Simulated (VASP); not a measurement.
Band structure of GdN (rock salt). Computed with AM05 GGA, VASP's PBE PAW potentials (set 64) (plane waves; VASP).

The 4f electrons are frozen in the core of the lanthanide potential, so 4f levels, which can set the real gap, and their magnetism are missing.

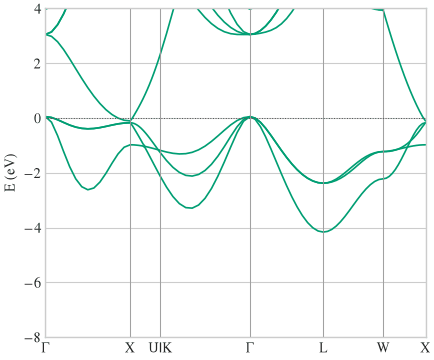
*Bands along high-symmetry lines, zero at the valence-band maximum or, without a gap, the Fermi level*

Q: Read the plot: is there a gap, and where are the band edges?

A: It has no gap at this level: it comes out as a metal or semimetal. (Edges off the drawn lines would not show.)

The compound is GdN in the rock salt structure. It was relaxed first.
